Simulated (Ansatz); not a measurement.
CdO3

Input

```
crystal:
  lattice:
    - [4.347970263, 0.0, -0.0922396451]
    - [0.0, 3.8572429598, 0.0]
    - [-2.3089081301, 0.0, 7.4601451121]
  atoms:
    - { symbol: Cd, position: [0.304081908, 0.25, 0.5975806086] }
    - { symbol: Cd, position: [0.695918092, 0.75, 0.4024193914] }
    - { symbol: O, position: [0.4093583513, 0.75, 0.8837005914] }
    - { symbol: O, position: [0.3045133765, 0.75, 0.0131660162] }
    - { symbol: O, position: [0.7833720514, 0.25, 0.5608433011] }
    - { symbol: O, position: [0.5906416487, 0.25, 0.1162994086] }
    - { symbol: O, position: [0.6954866235, 0.25, 0.9868339838] }
    - { symbol: O, position: [0.2166279486, 0.75, 0.4391566989] }
basis:
  ecutwfc: 420
kpoints:
  mp_grid: { grid: [8, 8, 4] }
  band_path:
    path:
      - [0.0, 0.0, 0.0]
      - [0.0, -0.5, 0.0]
      - [0.0, -0.5, -0.5]
      - [0.0, 0.0, -0.5]
      - [0.0, 0.0, 0.0]
      - [-0.5, 0.0, 0.0]
      - [-0.5, -0.5, 0.0]
      - [0.0, -0.5, 0.0]
      - [-0.5, -0.5, 0.5]
      - [-0.5, 0.0, 0.5]
      - [0.0, 0.0, 0.0]
    npoints: 14
hamiltonian:
  xc: pbe
scf:
  occupations: { method: gaussian, width: 0.1 }
  n_extra_bands: 20
output:
  forces: true
  stress: true
  eigenvalues: true
  populations: true
  dos: { projected: true, de: 0.02, nscf_kmesh: { grid: [10, 10, 5] } }
  bader: true
  write_density: true
  write_potential: true
  elf: true
  volumetric_format: npy
```

Command:

```sh
ansatz run input.yaml --threads 1 --pin off --max-ram 2560MiB --backend cpu --events-out ev --progress --plain --runs-dir out
```

Below, planes, directions and counts refer to the conventional cell (a = 4.35 Å, b = 3.86 Å, c = 7.64 Å, α = 90.00°, β = 104.25°, γ = 90.00°).

Space group P2₁/m; a generated structure, not necessarily the stable one.

Level of theory: Ansatz 0.2.0, DFT PBE, scalar-relativistic, plane waves, PAW.

Q: Predict the valence pseudo-density and electron localisation function between the atoms.

A: O–O (1.23 Å): ρ at the midpoint is about 3.4 e/Å³; the ELF peaks at about 0.75 between the atoms.
Cd–O (2.19 Å): ρ at the midpoint is about 0.5 e/Å³; the ELF peaks at about 0.80 in the valence shell of O, 0.6 Å from its nucleus, and drops to about 0.10 between the two atoms: no localised pair shows between them.
Bader's partition of the density gives Cd +1.24 and O −1.06 to −0.06 e.

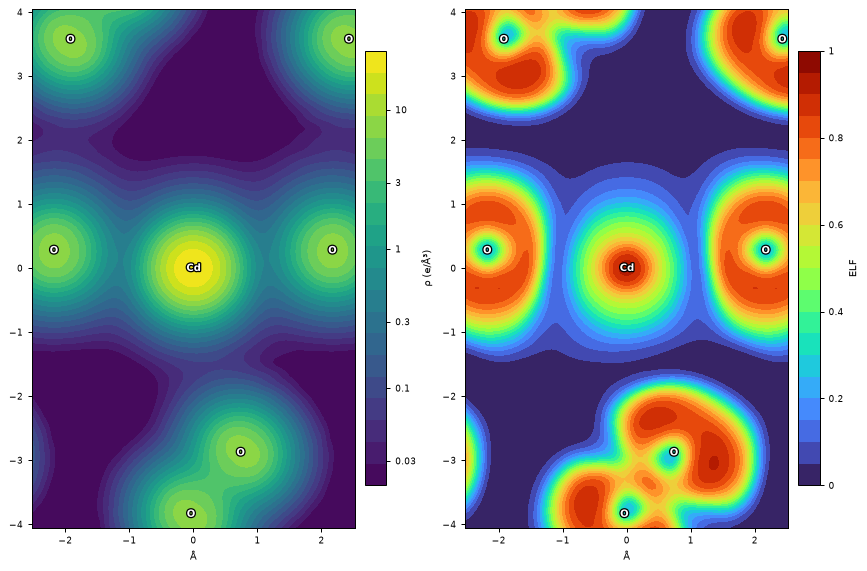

Computed valence pseudo-density and electron localisation function on the (010) plane of the conventional cell, in this order. 

Core electrons are frozen (PAW), and the valence fields are smoothed inside the atomic spheres.
